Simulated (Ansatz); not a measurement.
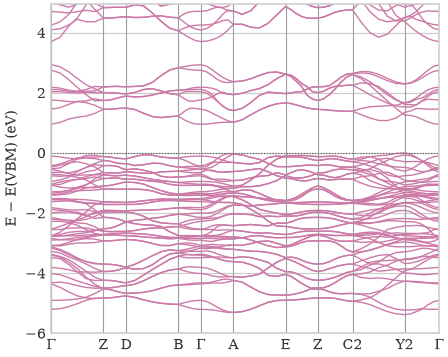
Figure. Band structure from r²SCAN in the plane-wave PAW code Ansatz

**Question.** Read off the gap and where the band edges lie.

**Answer.** About 1.0 eV (0.95 eV by a search for the band edges); maximum at Y2, minimum at Γ.

The material is CuTe2I in space group P2_1/c (No. 14; Cu on 4e, Te on 4e, Te on 4e, I on 4e).

The workflow started from a Materials Project entry (that database holds measured and hypothetical structures alike); the Crystallography Open Database files this formula in space group No. 14, but the cells were not matched. Whether it is the stable phase at ambient conditions was not checked. The cell was relaxed with r²SCAN under the symmetry of its start; its stability against distortions is not shown here. The run is not spin-polarised. A crystal of weakly bound layers computed without a dispersion correction: the cell and the soft elastic constants depend strongly on that. Scalar-relativistic: spin–orbit coupling is off unless named, which matters more the heavier the elements.

Potentials: the later of the program's two PAW sets.
